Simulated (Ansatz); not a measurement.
## C$_{2}$H$_{5}$ClZn: single-point calculation

- system: C$_{2}$H$_{5}$ClZn, SMILES [CH3][Zn][CH2]Cl
- method: RKS wB97M-V/def2-TZVPP (Ansatz 0.2.0)

The geometry comes from this level: PBE0-D4/def2-TZVP. Figures and captions count atoms from 1; the log counts them from 0 in places.

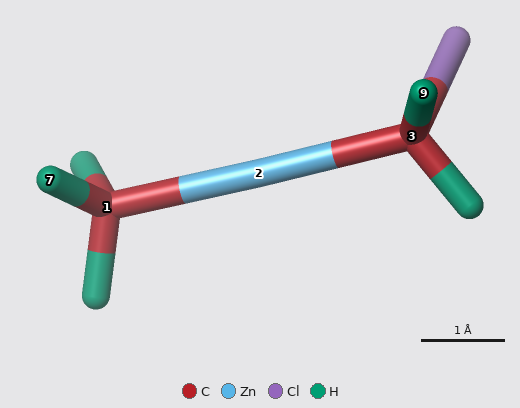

**Figure 1.** The structure as given in the input (stick view, seen at a tilt; atoms are numbered from 1 in the order of the input). Sticks mark near contacts. Bond lengths as drawn: C–Cl 1.81 Å, C–H 1.09 Å and C–Zn 1.94 to 1.96 Å.

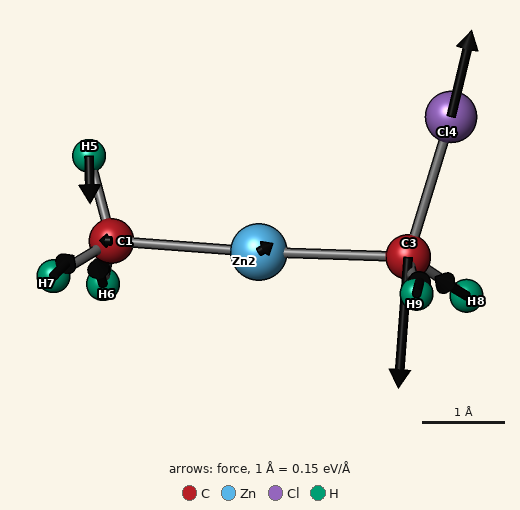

**Figure 2.** Forces on the atoms as black arrows (ball-and-stick view, seen at a tilt; atoms are numbered from 1 in the order of the input). The largest act on C3 (0.24 eV/Å); Cl4 (0.17 eV/Å); H8, H9 (0.11 eV/Å); H5, H6, H7 (0.09 eV/Å). The geometry is not a stationary point of this energy.

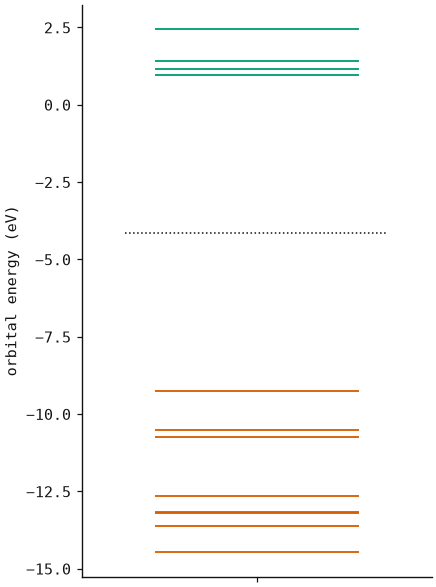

**Figure 3.** Orbital energies near the frontier; the dotted line parts filled from empty levels, and levels within 0.02 eV of each other stand side by side. Highest filled −9.25 eV, lowest empty 0.96 eV, 10.21 eV apart.

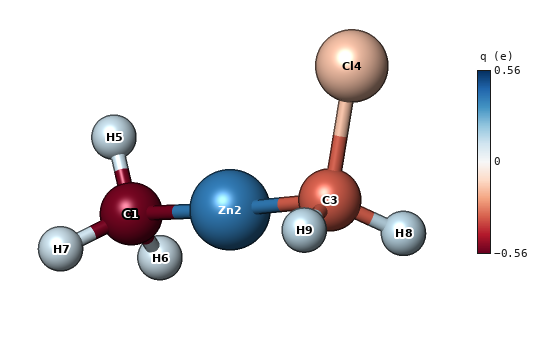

**Figure 4.** Mulliken charges, as the colour of each atom (ball-and-stick view, seen at a tilt; atoms are numbered from 1 in the order of the input). By element: C −0.53 to −0.34, Zn +0.39, Cl −0.16 and H +0.12 to +0.14 e.

These pictures come from the run below.

Input file:
```yaml
crystal:
  periodic: [false, false, false]
  atoms:
    - {symbol: C, position_ang: [-0.327043, 1.645752, -1.025269]}
    - {symbol: Zn, position_ang: [0.076915, 0.095802, 0.060984]}
    - {symbol: C, position_ang: [0.442581, -1.513688, 1.112005]}
    - {symbol: Cl, position_ang: [-0.439861, -2.857368, 0.289659]}
    - {symbol: H, position_ang: [-1.007420, 1.381701, -1.838392]}
    - {symbol: H, position_ang: [-0.800853, 2.428449, -0.427887]}
    - {symbol: H, position_ang: [0.582379, 2.061134, -1.466177]}
    - {symbol: H, position_ang: [0.070207, -1.481194, 2.135534]}
    - {symbol: H, position_ang: [1.491596, -1.806887, 1.142441]}
basis:
  gaussian: {orbitals: def2-TZVPP}
hamiltonian: {xc: {name: wB97M-V}}
output: {forces: true, orbitals: {seedname: orbitals}}
```

Launched with:
```bash
ansatz run in.yaml --threads 4 --pin off --events-out ev --progress --plain --max-ram 10444MiB
```

Output:
```
Functional definition: wB97M-V
  name "wB97M-V"
  cite "Mardirossian & Head-Gordon, J. Chem. Phys. 144, 214110 (2016) doi:10.1063/1.4952647"
  cite "Becke, J. Chem. Phys. 107, 8554 (1997) doi:10.1063/1.475007"
  cite "Vydrov & Van Voorhis, J. Chem. Phys. 133, 244103 (2010) doi:10.1063/1.3521275"
  # Of w^i u^j: cxij and so on, Table III.
  parameter omega = 0.3/bohr
  parameter cx = 0.15
  parameter cx01 = 1.007
  parameter cx10 = 0.259
  parameter css00 = 0.443
  parameter css04 = -1.437
  parameter css10 = -4.535
  parameter css20 = -3.390
  parameter css43 = 4.278
  parameter cos00 = 1.000
  parameter cos10 = 1.358
  parameter cos20 = 2.924
  parameter cos21 = -8.812
  parameter cos60 = -1.390
  parameter cos61 = 9.142
  parameter b = 6.0
  parameter c = 0.01
  gx(w, u) = 1 - cx + cx01*u + cx10*w
  gss(w, u) = css00 + css04*u^4 + css10*w + css20*w^2 + css43*w^4*u^3
  gos(w, u) = cos00 + cos10*w + (cos20 + cos21*u)*w^2 + (cos60 + cos61*u)*w^6
  exchange = spin_sum(e_x_unif_sr(omega)*gx(b97_w, b97_u_x)) + cx*exact_x_sr(omega) + exact_x_lr(omega)
  correlation = spin_sum(e_c_pw_mod_same_spin*gss(b97_w, b97_u_same))
      + integral(e_c_pw_mod_opposite_spin*gos(b97_w_opposite, b97_u_opposite)) + vv10(b, c)
1501 factors; their error is unknown
288 factors; integrals over basis functions are off by at most 2.4e-5 eV
mean field evaluation 1: about -63089.4619 eV, gradient 5.4e1 eV
mean field evaluation 2: about -63089.9442 eV, gradient 6.6e1 eV
mean field evaluation 4: about -63094.4540 eV, gradient 1.9e0 eV
mean field evaluation 8: about -63094.4756 eV, gradient 4.1e-2 eV
mean field evaluation 16: about -63094.5260 eV, gradient 1.2e-4 eV
mean field -63094.52596630 eV, -2318.6810622558 hartree, gradient 3.7e-5 eV, S^2 0.000000; 0 other end points of the search recorded, 0 dependent functions left out
the calculation of the forces begins
reference -63094.52601853 eV, -2318.6810641753 hartree; 32, 32 occupied and 206, 206 virtual orbitals, 1501 factors
Total energy: -63094.52601853 eV, -2318.6810641753 hartree
Atom 0 at    -0.327043     1.645752    -1.025269 Å, force    -0.004773     0.020492    -0.013277 eV/Å
Atom 1 at     0.076915     0.095802     0.060984 Å, force    -0.004343    -0.033162     0.004311 eV/Å
Atom 2 at     0.442581    -1.513688     1.112005 Å, force     0.134968     0.140069     0.147629 eV/Å
Atom 3 at    -0.439861    -2.857368     0.289659 Å, force    -0.084619    -0.116236    -0.083068 eV/Å
Atom 4 at    -1.007420     1.381701    -1.838392 Å, force     0.054705     0.042102     0.058008 eV/Å
Atom 5 at    -0.800853     2.428449    -0.427887 Å, force     0.035228    -0.047560    -0.064961 eV/Å
Atom 6 at     0.582379     2.061134    -1.466177 Å, force    -0.083012    -0.016412     0.023951 eV/Å
Atom 7 at     0.070207    -1.481194     2.135534 Å, force     0.054227    -0.012641    -0.090971 eV/Å
Atom 8 at     1.491596    -1.806887     1.142441 Å, force    -0.102381     0.023348     0.018378 eV/Å
Dipole moment:     0.188478     0.375981     0.146473 e Å
```

Summary:

```tsv
quantity	value
outcome	converged
total energy	−63094.5260 eV
SCF solution under orbital rotations	stable
HOMO	−9.25 eV
LUMO	0.96 eV
largest force (length of the vector)	0.244 eV/Å
dipole moment	2.14 D
hardware	4 threads of Arm Neoverse N1, 23 GiB of memory available, shared host
wall time	19 s (CPU time 70 s)
peak memory	0.88 GiB
```
